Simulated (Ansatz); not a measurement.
**Nudged elastic band of GaNH$_{3}$Cl (part 2 of 2)**

The same run, continued: GaNH$_{3}$Cl; RKS PBE-D4/def2-SVP (Ansatz 0.2.0). The run did not end well. One setting was made poor on purpose. It belongs to a series of runs on one base structure; here: band between the two ends.

Geometry of the input (Å):
```
Ga 0.6560  0.0431  0.0256
N  0.9492  -0.0260  1.8126
H  0.1989  -0.1204  2.4993
H  1.8734  0.0041  2.2454
H  1.7475  0.1823  -1.0768
Cl -1.4419  -0.0830  -0.5184
```

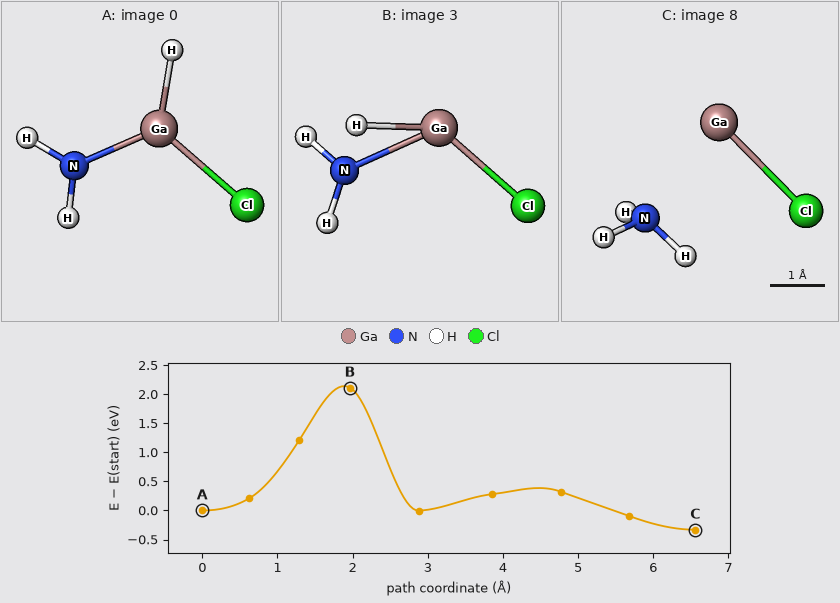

Images of the last band (counted from 0; ball-and-stick, seen at an oblique angle) above the energy along the path; the line is a cubic interpolation that uses the forces. The highest image is number 3, 2.113 eV above the start and 2.444 eV above the end (the climbing image); the end lies 0.332 eV below the start. The path is 6.56 Å long. The band had not converged after 60 iterations.

```
Unfinished report: {"positions_ang":[[0.40786803840391017,0.4719594235279369,-0.3307618339553904],[1.0456884772113269,-0.017071888463394466,1.534640254931398],[0.6361678471447314,-0.5943274144859242,2.299137766701394],[1.8481405781334168,0.496897363468348,1.936635261294793],[1.7630104248084113,-0.3452361483681938,0.2051398706481131],[-1.717674375701796,-0.012220335678772273,-0.657091329620309]],"unchecked":["starts","cluster_reference","orbital_swaps","neighbouring_geometries","increment"],"mean_field":{"relativity":"none","state":{"energy":{"ev":-66412.58058142154,"hartree":-2440.6173203033086},"converged":true,"gradient_ev":0.00001035222269205278,"stability":{"kind":"minimum","curvature_ev":46.592086391435046},"curvature_floor_ev":0.00030000000000000003,"spin_squared":-1.7763568394002505e-14},"others":[],"fillings":{"estimated":0,"unestimated":0,"tried":0,"untried":0,"excluded_magnetic_sites":0},"n_dropped_functions":0,"n_trapped_functions":0,"passes":{"evaluations":4,"products":26},"factors":{"origin":"density fitting in generated functions","count":896,"bound_ev":null},"gradient_stop_ev":0.00009,"reference_kind":"stationary","functional":{"name":"PBE","citations":["Perdew, Burke & Ernzerhof, Phys. Rev. Lett. 77, 3865 (1996) doi:10.1103/PhysRevLett.77.3865"],"text":"name \"PBE\"\ncite \"Perdew, Burke & Ernzerhof, Phys. Rev. Lett. 77, 3865 (1996) doi:10.1103/PhysRevLett.77.3865\"\nparent pbe\nparameter kappa = 0.804\nparameter beta = 0.06672455060314922\nexchange = pbe_x(kappa = kappa, mu = beta*pi^2/3)\ncorrelation = pbe_c(beta = beta)\n","parameters":{"beta":{"value":0.06672455060314922,"default":0.06672455060314922},"kappa":{"value":0.804,"default":0.804}},"final_grid":{"core_spheres":13.0,"valence_spheres":11.0,"degree":36.0},"final_grid_parameter_source":"default","radial_points_factor":1.0,"radial_grid_error_ev":3.125828648923977e-7,"grid_sensitivity":"normal","grid_sensitivity_ratio":0.001870803151768979},"unsmoothed_excess_ev":-0.000033507049951284994,"symmetry":{"irreps":["A"],"axes":[[0.9999681074898168,0.00798443487963081,0.0001811156732659316],[-0.007978556693567911,0.999728509499457,-0.02189177761356611],[-0.00035585997483601853,0.021889634388158392,0.9997603299141404]],"occupied":[{"A":29},{"A":29}]},"density_repulsion":{"missed_ev":0.000033803330526273155,"excess_ev":0.000033803330526273155,"most_excess_ev":0.000754,"are_drawn_again":false,"n_first_factors":896,"energy_change_ev":0.0,"n_dropped_ends":0},"direct_passes":"host"},"factors":{"origin":"density fitting in generated functions","count":896,"bound_ev":null},"n_frozen":0,"n_occupied":[29,29],"n_virtual":[50,50],"reference":{"ev":-66412.58058142154,"hartree":-2440.6173203033086},"dispersion":{"energy":{"ev":-0.10564864188794859,"hartree":-0.003882515978160622},"switches_in_reach":[]},"total":{"ev":-66412.68623006342,"hartree":-2440.6212028192867},"forces_ev_per_angstrom":[[-0.04955987624415607,0.3413155433901224,-0.3539784836252907],[0.0558108243151135,-0.07258494536813478,-0.07331517491730806],[0.12501340196280195,-0.14212488575350274,-0.14333663012997094],[-0.11783223625949732,0.1288227403319595,-0.12473070460211083],[0.008221197036476011,-0.23256537968772092,0.5499874481832622],[-0.02165331081402437,-0.022863072878290217,0.14537354507612818]],"charge_distribution":{"dipole_moment_e_ang":[0.47911179032516815,-0.004455469252555804,0.5269363085848148],"mulliken_charges_e":[0.1928426957755569,-0.2881254174597574,0.121909821224088,0.13276365464738127,0.09295728120127622,-0.2523480353885681],"lowdin_charges_e":[-0.39568705969995577,0.10207086734592519,0.016940240237506732,0.016283653560538625,0.09683030673135562,0.1635619918246327]},"n_threads":1,"memory_gib":1.7045454550534487,"seconds":{"hamiltonian":1.896625501,"orbitals":0.0,"second_order":0.0,"solver_start":0.0,"cycles":0.0,"cycle":0.0,"perturbative":0.0,"full_ci_increment":0.0,"forces":0.0}}
this run last wrote the band of iteration 60 to [file]
Error: NEB band did not converge after 60 iterations: max|band force component| = 5.55e-1 eV/Å (threshold 5.0e-2); raise `neb.max_iterations` in a new run, which can start from the last band evaluated (`neb.initial_path`, with `crystal.atoms` and `neb.final_atoms` set to its first and last images), add images, or start from endpoints closer to local minima. Where this run's directory can be resumed (`checkpoint.write`), a resume goes on for up to `neb.max_iterations` more; to start a new run from the last band, take its images' positions from the `neb_iteration` event of iteration 60 (`data.images[].positions_ang`), in the event stream of the run that computed that iteration (not this run's, if it was resumed behind it). With `checkpoint.write`, `steps/00-neb/state/checkpoint.json` in the run directory holds the last saved band, under `neb.evaluated.images[].positions_ang` (a band under a hybrid functional on support functions is neither saved nor resumed: `neb.initial_path` says where its path is): check the last entry of `neb.iterations` there, which is earlier than 60 if that iteration was not saved or its write failed. If the band's step has no `state` directory and holds `state.next`, a write was cut short, and the file is under `state.next` instead (behind a loss of power it can be under `state.prev`)
this run wrote the band of iteration 60 to [file] as well, whether or not its events were kept: a new run's `neb.initial_path` can list its `images[].positions_ang`
a run's events are kept only if it was started with --events-out <file>, and are in that file
```

## The last band as extended XYZ (Å, eV, eV/Å)
```
6
Properties=species:S:1:pos:R:3:forces:R:3 image=0 energy=-66414.79913
Ga    0.6560    0.0431    0.0256   -0.0003  -0.0017  -0.0016
N     0.9492   -0.0260    1.8126    0.0033  -0.0028   0.0116
H     0.1989   -0.1204    2.4993    0.0009  -0.0011  -0.0180
H     1.8734    0.0041    2.2454   -0.0045   0.0047  -0.0085
H     1.7475    0.1823   -1.0768    0.0085  -0.0005   0.0083
Cl   -1.4419   -0.0830   -0.5184   -0.0080   0.0014   0.0082
6
Properties=species:S:1:pos:R:3:forces:R:3 image=1 energy=-66414.58907
Ga    0.5045    0.0949    0.0193    0.1225  -0.2784   0.1547
N     0.9145    0.0005    1.7802    0.0237   0.0430   0.1066
H     0.3729   -0.3374    2.5687   -0.2309   0.1449   0.2434
H     1.8848    0.2145    2.0275   -0.0629  -0.1600   0.0817
H     1.8529    0.0258   -0.7399   -0.0051   0.2390  -0.6183
Cl   -1.5463    0.0018   -0.6680    0.1527   0.0116   0.0318
6
Properties=species:S:1:pos:R:3:forces:R:3 image=2 energy=-66413.58943
Ga    0.4258    0.2905   -0.0889    0.1291  -0.5797   0.7761
N     0.9426    0.0023    1.6695   -0.2705   0.0842   0.3445
H     0.5207   -0.5116    2.4359   -0.4328   0.2489   0.5507
H     1.8540    0.3963    1.9433   -0.1554  -0.2194  -0.0991
H     1.8868   -0.1909   -0.2893    0.4418   0.3759  -1.5538
Cl   -1.6466    0.0135   -0.6828    0.2876   0.0901  -0.0184
6
Properties=species:S:1:pos:R:3:forces:R:3 image=3 energy=-66412.68620
Ga    0.4079    0.4720   -0.3308   -0.0496   0.3413  -0.3540
N     1.0457   -0.0171    1.5346    0.0558  -0.0726  -0.0733
H     0.6362   -0.5943    2.2991    0.1250  -0.1421  -0.1433
H     1.8481    0.4969    1.9366   -0.1178   0.1288  -0.1247
H     1.7630   -0.3452    0.2051    0.0082  -0.2326   0.5500
Cl   -1.7177   -0.0122   -0.6571   -0.0217  -0.0229   0.1454
6
Properties=species:S:1:pos:R:3:forces:R:3 image=4 energy=-66414.80244
Ga    0.2393    0.5762   -0.8309   -0.0571   0.2605  -0.2401
N     1.2357    0.0624    1.4859   -0.0016  -0.0735  -0.1044
H     0.7220   -0.5750    2.1096   -0.0352   0.0000   0.0511
H     1.9700    0.5216    2.0475   -0.1793   0.1179  -0.0404
H     1.7490   -0.5334    0.8240    0.2107  -0.2756   0.1660
Cl   -1.9328   -0.0517   -0.6484    0.0625  -0.0292   0.1679
6
Properties=species:S:1:pos:R:3:forces:R:3 image=5 energy=-66414.52049
Ga    0.0166   -0.2114   -0.8918   -0.0544   0.0538  -0.2488
N     1.4365    0.3270    1.5670    0.0200  -0.1084  -0.0240
H     0.7095   -0.2800    1.9759    0.0516  -0.0625   0.0583
H     2.1886    0.3464    2.2750   -0.0844   0.2082   0.0113
H     1.8321   -0.2319    0.7956    0.1154  -0.1269   0.1330
Cl   -2.2002    0.0499   -0.7341   -0.0482   0.0358   0.0701
6
Properties=species:S:1:pos:R:3:forces:R:3 image=6 energy=-66414.47709
Ga    0.0202   -0.6042   -0.8761   -0.0577  -0.1674  -0.2503
N     1.5182   -0.1228    1.6057   -0.0370  -0.4960   0.2754
H     0.5988    0.2365    1.8913    0.0686   0.2850  -0.1039
H     2.2093    0.2437    2.2715    0.0026  -0.0395   0.0777
H     1.7661    0.2540    0.6891   -0.0004   0.4156  -0.1047
Cl   -2.1295   -0.0072   -0.5938    0.0239   0.0023   0.1057
6
Properties=species:S:1:pos:R:3:forces:R:3 image=7 energy=-66414.89427
Ga    0.1424   -0.9906   -0.7497    0.0407  -0.2194  -0.0508
N     1.3470   -0.0087    1.3760   -0.0701   0.0298  -0.1253
H     0.5339    0.4746    1.7792   -0.0340   0.1536   0.0033
H     2.0367   -0.1162    2.1354   -0.0970  -0.2617  -0.0427
H     1.7858    0.6473    0.7175   -0.0067   0.2595   0.0598
Cl   -1.8626   -0.0063   -0.2706    0.1671   0.0382   0.1558
6
Properties=species:S:1:pos:R:3:forces:R:3 image=8 energy=-66415.13067
Ga    0.2586   -1.1573   -0.6233   -0.0014   0.0032   0.0028
N     1.2897    0.1350    1.1554   -0.0009   0.0027  -0.0065
H     0.4149    0.5798    1.4771   -0.0002  -0.0009   0.0019
H     1.7084   -0.3697    1.9483   -0.0014  -0.0006   0.0021
H     1.9469    0.8792    0.8848    0.0018  -0.0019   0.0004
Cl   -1.6352   -0.0672    0.1454    0.0022  -0.0025  -0.0007
```

## Outcome

| quantity | value |
| --- | --- |
| outcome | not converged |
| barrier, forward (band not converged) | 2.113 eV |
| barrier, backward | 2.445 eV |
| wall time | 13 min |
| peak memory | 0.13 GiB |

## What went wrong

The run did not converge: “NEB band did not converge after 60 iterations: max|band force component| = 5.55e-1 eV/Å (threshold 5.0e-2); raise `neb.max_iterations` in a new run, which can start from the last band evaluated (`neb.initial_path`, with `crystal.atoms` and `neb.final_atoms` set to its first and last images), add images, or start from endpoints closer to local minima …” Its last values are not results. A deliberately poor setting: step length.
